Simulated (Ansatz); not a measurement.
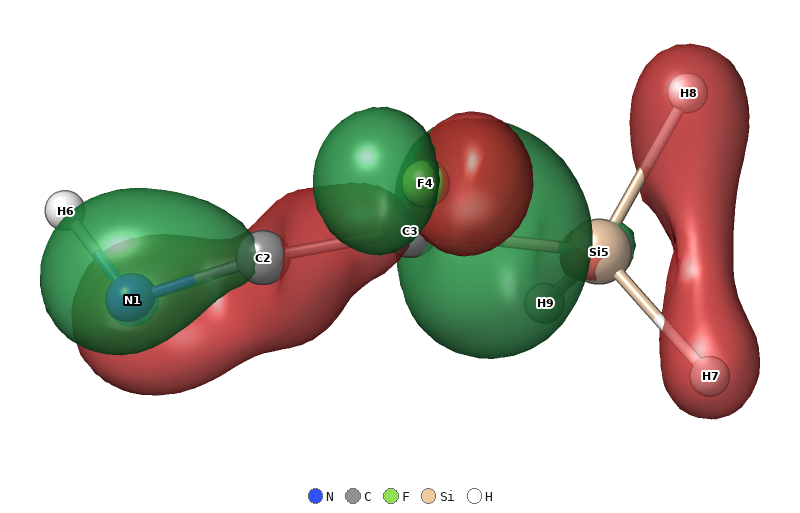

Figure. C2H4FNSi (SMILES N=C=C(F)[SiH3]). The HOMO−1 at ±0.15 Å⁻³ᐟ² (green and red are the two phases), seen from one side.

Geometry: PBE0-D4/def2-TZVP.

Theory: RKS PBE0-D4/def2-TZVPP (Ansatz).

| atom | x (Å) | y (Å) | z (Å) |
| --- | --- | --- | --- |
| N | 1.0526 | 2.2142 | -0.0913 |
| C | 0.6608 | 1.1094 | -0.4212 |
| C | 0.3298 | -0.1412 | -0.6578 |
| F | 0.6526 | -0.6895 | -1.8613 |
| Si | -0.5806 | -1.1860 | 0.5808 |
| H | 0.4275 | 2.9926 | -0.2989 |
| H | 0.2230 | -2.3842 | 0.9326 |
| H | -1.8847 | -1.6308 | 0.0256 |
| H | -0.7924 | -0.3308 | 1.7744 |

Q: Where does this orbital lie, and at what energy?

A: By Hirshfeld shares it lies mainly on C3 (about 20 %), Si5 (about 20 %), N1 (about 20 %), F4 (about 15 %) and C2 (about 10 %). Its energy is −9.73 eV.
